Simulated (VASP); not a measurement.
Input:

```
P
1.0
    3.24067     0.00000     0.00000
   -1.62034     2.80651     0.00000
    0.00000     0.00000    11.37402
P
4
Direct
  0.33333   0.66667   0.05448
  0.66667   0.33333   0.55448
  0.66667   0.33333   0.94552
  0.33333   0.66667   0.44552
```

The numbers are results of PBEsol GGA, VASP's PBE PAW potentials (set 64) (plane waves; VASP 6.6.1), not measurements. Numerical set-up: 400 eV cut-off, 9×9×3 Γ-centred mesh, tetrahedra with Blöchl corrections, potentials P.

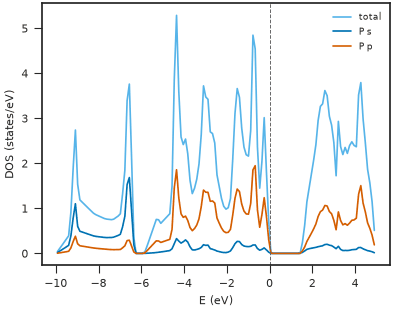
Total and projected density of states, zero at the valence-band maximum

Within 2 eV below the valence-band maximum the largest weight inside VASP's projection spheres is P p.

It has a band gap.

The structure was generated: P was put into the lonsdaleite type (P6_3/mmc), which need not be its known phase. It was relaxed first, which changed the volume by +67 %.
